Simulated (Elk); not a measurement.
Band structure of Be₂C (Fm-3m, 3 atoms in the cell).

```
CELL_PARAMETERS angstrom
      0.00000     2.17000     2.17000
      2.17000     0.00000     2.17000
      2.17000     2.17000     0.00000
ATOMIC_POSITIONS crystal
  Be 0.25000 0.25000 0.25000
  Be 0.75000 0.75000 0.75000
  C  0.00000 0.00000 0.00000
```

Method: Elk with PBE, all-electron FP-LAPW, Elk's shipped species files, APW+lo basis with extra local orbitals.

Settings: xctype = 20; rgkmax = 7.5; swidth = 0.00183747 Ha; ngridk = 7 7 7; gmaxvr = 18 1/bohr; lmaxapw = 10; lmaxo = 8; nxlo = 2; lorbcnd = true; lradstp = 2; nrmtscf = 2; rmtscf = 0.92; lmaxi = 4; maxscl = 100.

The starting cell has typed, rounded lattice constants, without a prior relaxation at this level. Values depend on the basis (sphere radii, cutoffs, local orbitals), which need not be converged.

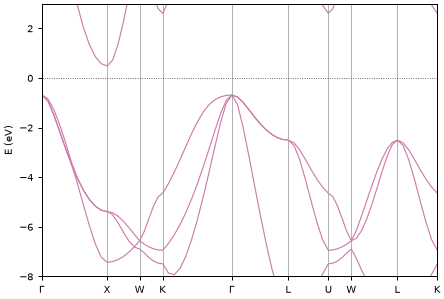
*Bands along the path, energies from the Fermi level.*

Levels in eV from the Fermi level, bands 1 to 8:
```
point       1      2      3      4     5     6      7      8
-----  ------  -----  -----  -----  ----  ----  -----  -----
Γ      -15.66  -0.68  -0.68  -0.68  3.43  3.43   3.43   6.00
X      -12.07  -7.43  -5.38  -5.38  0.48  4.99  12.50  12.50
W      -11.75  -6.90  -6.56  -6.56  5.02  7.40   8.78   8.78
K      -11.92  -7.49  -6.94  -4.65  2.60  7.55  10.80  10.84
L      -12.82  -9.36  -2.50  -2.50  4.31  4.31   6.25   9.09
U      -11.92  -7.49  -6.94  -4.65  2.60  7.55  10.80  10.84
```
